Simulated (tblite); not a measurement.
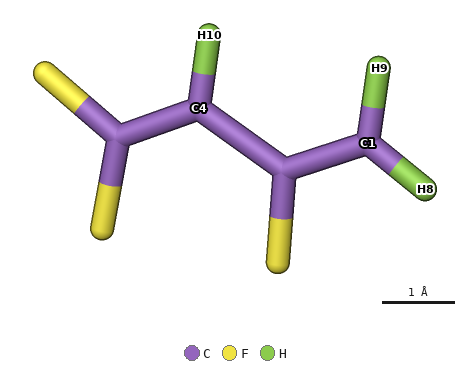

*The structure as given in the input (stick view, seen at a tilt; atoms are numbered from 1 in the order of the input).*

Bond lengths as drawn: C–C 1.30 to 1.48 Å, C–F 1.34 to 1.37 Å and C–H 1.03 to 1.08 Å.

# C₄H₃F₃: energy and gradient calculation

C₄H₃F₃, SMILES C=C(F)C=C(F)F, computed with GFN1-xTB, R-SCC (tblite 0.8.0).

The geometry: force field.

The program's output:
```
------------------------------------------------------------
  cycle        total energy    energy error   density error
------------------------------------------------------------
      1     -25.24021304725  -2.5449236E+01   6.5959288E-01
      2     -25.42614936940  -1.8593632E-01   3.6235158E-01
      3     -25.42552273492   6.2663448E-04   1.8698508E-01
      4     -25.43622824792  -1.0705513E-02   3.3213602E-02
      5     -25.43805455064  -1.8263027E-03   4.4061303E-03
      6     -25.43808713083  -3.2580186E-05   1.5399496E-03
      7     -25.43808858172  -1.4508915E-06   5.7304886E-04
      8     -25.43808905677  -4.7505101E-07   1.3436267E-04
      9     -25.43808908640  -2.9633689E-08   2.9463547E-05
     10     -25.43808908842  -2.0115927E-09   1.0544111E-05
------------------------------------------------------------

 total:                                   0.005 sec
E(total): -66787.69272640 kJ/mol
  MO   occupation   energy/eV
  16     2.0000     -15.1207
  17     2.0000     -14.6175
  18     2.0000     -14.0532
  19     2.0000     -13.6251
  20     2.0000     -12.1499
  21     0.0000      -8.3378
  22     0.0000      -5.8077
  23     0.0000      -3.9522
  24     0.0000      -3.3133
Dipole moment: 2.6692 D, components -0.3206 0.2284 -2.6401
atom     charge      dE/dx        dE/dy        dE/dz   (Eh/bohr)
C 1     -0.1296   -0.0109756   -0.0442877    0.0008624
C 2      0.2651   -0.0068786    0.0028695    0.0054329
F 3     -0.2431   -0.0047525   -0.0098287    0.0014080
C 4     -0.1210    0.0283628    0.0438574    0.0039506
C 5      0.4685   -0.0169464   -0.0262344   -0.0426325
F 6     -0.2102   -0.0090533   -0.0269143    0.0299348
F 7     -0.2310    0.0128242    0.0317761   -0.0180500
H 8      0.0701    0.0145191    0.0335987   -0.0018342
H 9      0.0486   -0.0025239    0.0039049    0.0017547
H 10     0.0826   -0.0045759   -0.0087416    0.0191732
gradient norm 0.113404 Eh/bohr
```

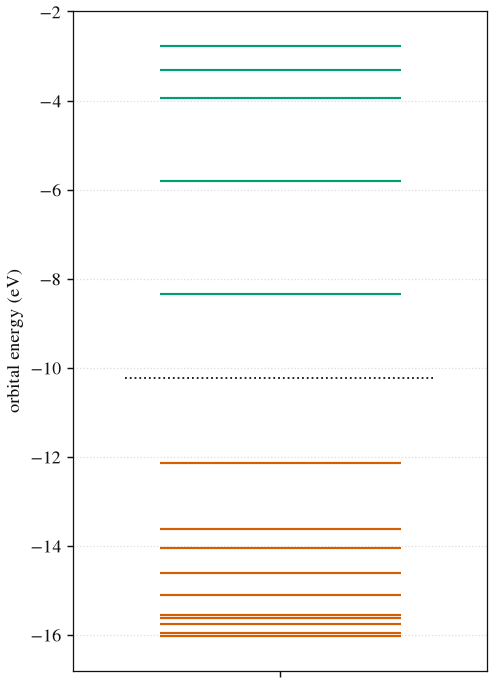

*Orbital energies near the frontier; the dotted line parts filled from empty levels, and levels within 0.02 eV of each other stand side by side.*

Highest filled −12.15 eV, lowest empty −8.34 eV, 3.81 eV apart.

This output came from the following input.

The input (job.py):
```python
import json
import numpy as np
from tblite.interface import Calculator
from tblite.interface import symbols_to_numbers

geometry = """
C     -0.618400    -1.374200    -1.130500
C     -0.293800    -0.677900    -0.041200
F     -0.470100    -1.295300     1.135300
C      0.337500     0.663400    -0.046900
C      0.647500     1.315000     1.030300
F      0.535900     0.797300     2.277700
F      1.178400     2.568600     0.915200
H     -1.038100    -2.313400    -1.066300
H     -0.576600    -0.881500    -2.090900
H      0.380700     1.146900    -0.979800
"""
lines = [l.split() for l in geometry.strip().splitlines()]
symbols = [l[0] for l in lines]
numbers = np.array(symbols_to_numbers(symbols))
positions = np.array([l[1:4] for l in lines], float) / 0.5291772

tb = Calculator("GFN1-xTB", numbers, positions, charge=0, uhf=0)
wfn = tb.singlepoint()

print(f"E(total): {wfn.get('energy') * 2625.4996:.8f} kJ/mol")
eps = np.atleast_2d(wfn.get("orbital-energies")) * 27.211386
occ = np.atleast_2d(wfn.get("orbital-occupations"))
filled = occ.sum(axis=0) if eps.shape[0] == 1 else occ[0]
homo = np.nonzero(filled > 0.5)[0].max()
print("  MO   occupation   energy/eV")
for i in range(max(0, homo - 4), min(eps.shape[1], homo + 5)):
    print(f"{i + 1:4d} {filled[i]:10.4f} {eps[0, i]:12.4f}")
mu = wfn.get("dipole") * 2.541746
print(f"Dipole moment: {np.linalg.norm(mu):.4f} D, components " + " ".join(f"{c:.4f}" for c in mu))
q = wfn.get("charges")
g = wfn.get("gradient")
print("atom     charge      dE/dx        dE/dy        dE/dz   (Eh/bohr)")
for i, s in enumerate(symbols):
    print(f"{s:<2}{i + 1:<3} {q[i]:9.4f} {g[i, 0]:12.7f} {g[i, 1]:12.7f} {g[i, 2]:12.7f}")
print(f"gradient norm {np.linalg.norm(g):.6f} Eh/bohr")
out = {k: np.asarray(wfn.get(k)).tolist() for k in ("energy", "gradient", "charges", "dipole", "orbital-energies", "orbital-occupations")}
out.update(symbols=symbols, positions=(positions * 0.529177210903).tolist())
json.dump(out, open("results.json", "w"))
```

Command:
```bash
python job.py
```

Summary:

- outcome: converged
- total energy: −25.438089 hartree
- basis functions: 34
- largest force: 2.718 eV/Å
- HOMO: −12.15 eV
- LUMO: −8.34 eV
- dipole moment: 2.67 D
- hardware: 1 thread of Intel Xeon (Granite Rapids), 12 GiB of memory available, shared host
- peak memory: 0.07 GiB
